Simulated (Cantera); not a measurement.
Input: 1 mol Si, a varied amount of Br2, at 723.15 K and 0.00250 bar.

Equilibrium computed with Cantera from the NASA thermochemical tables; the gas is ideal and each condensed phase is pure. Candidate condensed phases: Br2, Si; 9 gas species. The tables' values for SiBr3 are old estimates; treat these amounts as uncertain. The numbers say what is thermodynamically allowed, not how fast it happens.

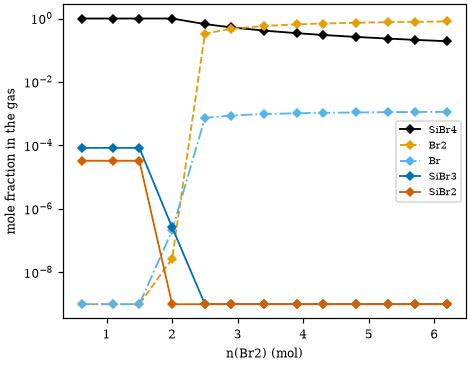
Figure: Equilibrium gas composition (values under 1e-9 drawn at 1e-9)

From 0.62 mol Br2 to 1.5 mol Br2 the condensed part is Si(s). From 2 mol Br2 to 6.2 mol Br2 nothing is condensed. The main Si-bearing gas is SiBr4 throughout.
